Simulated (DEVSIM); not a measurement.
Structure: TaN/SiO2/n-GaSb capacitor, at 500 K.

```tsv
layer (left to right)	material	thickness (nm)	Nd (cm⁻³)
1	SiO2	44.0	-
2	GaSb	4900	1.5e16
```

Metal gate on the left, work function 4.4 eV. Fixed charge at the semiconductor interface -6.7e11 cm⁻² (in units of +e); no interface traps.

This is a model device: material constants are rounded textbook-type values typed into the input, and sizes, dopings and lifetimes were drawn at random. Values at 300 K; Nc and Nv go as T^1.5, mobilities as T to minus their exponent, the gap by Varshni's rule with the affinity fixed.

| parameter | SiO2 | GaSb |
|---|---|---|
| gap (eV) | 9 | 0.726 |
| affinity (eV) | 0.9 | 4.06 |
| permittivity | 3.9 | 15.7 |
| Nc (cm⁻³) | - | 2.1e17 |
| Nv (cm⁻³) | - | 1.8e19 |
| Varshni α (eV/K) | - | 0.00042 |
| Varshni β (K) | - | 140 |

Model (solved in DEVSIM): 1D Poisson equation in equilibrium, Boltzmann statistics, complete ionisation; no quantum confinement or tunnelling. Metal contacts follow the ideal Schottky-Mott rule: no Fermi-level pinning, no interface dipoles.

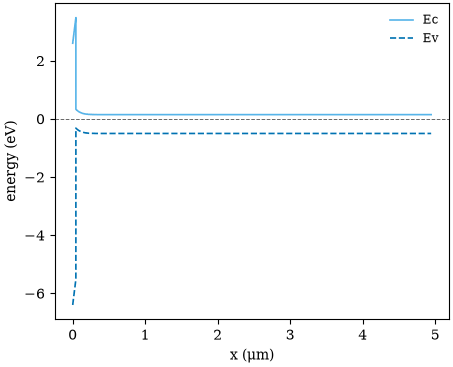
Fig. 1. Band edges at 0.9 V on the gate

Energies count from the Fermi level of the right contact; mesh points crowd at the junctions.

```tsv
x (μm)	Ec (eV)	Ev (eV)	n (cm⁻³)	p (cm⁻³)	field (V/cm)
0.000	2.600	-6.400	< 1e2	< 1e2	200000
0.001786	2.636	-6.364	< 1e2	< 1e2	200000
0.005937	2.720	-6.280	< 1e2	< 1e2	200000
0.01636	2.931	-6.069	< 1e2	< 1e2	200000
0.03577	3.324	-5.676	< 1e2	< 1e2	200000
0.04125	3.435	-5.565	< 1e2	< 1e2	200000
0.04361	3.482	-5.518	< 1e2	< 1e2	200000
0.04584	0.325	-0.323	2.4e14	2.2e16	-26000
0.05058	0.313	-0.334	3.1e14	1.6e16	-24000
0.06216	0.287	-0.360	5.7e14	9.0e15	-21000
0.09275	0.235	-0.413	1.9e15	2.7e15	-14000
0.2177	0.155	-0.493	1.2e16	4.2e14	-1800
0.4794	0.146	-0.502	1.5e16	3.4e14	≈ 0
1.170	0.146	-0.502	1.5e16	3.4e14	≈ 0
3.420	0.146	-0.502	1.5e16	3.4e14	≈ 0
4.355	0.146	-0.502	1.5e16	3.4e14	≈ 0
4.709	0.146	-0.502	1.5e16	3.4e14	≈ 0
4.854	0.146	-0.502	1.5e16	3.4e14	≈ 0
4.919	0.146	-0.502	1.5e16	3.4e14	≈ 0
4.935	0.146	-0.502	1.5e16	3.4e14	≈ 0
4.941	0.146	-0.502	1.5e16	3.4e14	≈ 0
4.944	0.146	-0.502	1.5e16	3.4e14	≈ 0
```
